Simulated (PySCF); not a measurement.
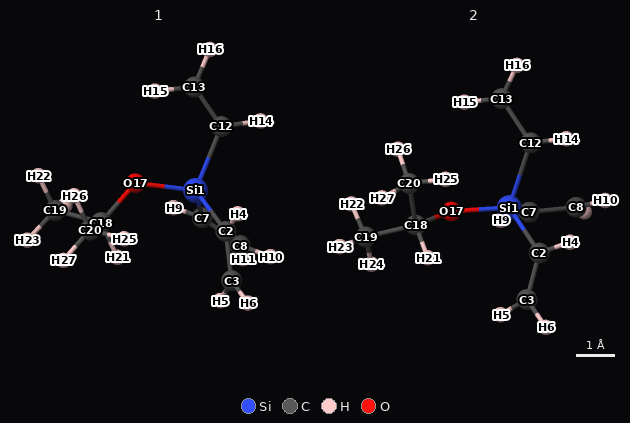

Two geometries of C$_{9}$H$_{16}$OSi, drawn at one scale. One is the start of a relaxation, the other its converged end. A ball-and-stick model, seen at a tilt.

The calculation used PBE0-D3(BJ)/def2-SVP geometry optimisation, gas phase (PySCF). 

Question: Which of the two is the end point?

Answer: Structure 1 is the relaxed one. The start comes from GFN2-xTB. Its atoms were then displaced at random by about 0.03 Å. The largest moves after the best rigid fit, 1.75 Å, are those of H24 and H27. By element the largest moves are H 1.75 Å, C 1.26 Å, O 0.96 Å, Si 0.51 Å. Some distances before and after: Si1–C12 1.978 → 1.861 Å, Si1–O17 1.569 → 1.673 Å, C8–H11 1.001 → 1.096 Å, C19–H23 1.007 → 1.101 Å. Among the angles between lasting bonds that change: C2–Si1–C12 102.8° → 110.9°, C18–C20–H25 102.4° → 110.4°, H15–C13–H16 125.0° → 117.0°. Groups turn about Si1–O17 by about 90°, Si1–C2 by about 50°, Si1–C7 by about 35°. The energy falls by 1.658 eV in 34 geometry steps. The run took 7 min on 2 threads of AMD EPYC 9R45 96-Core Processor (shared host).
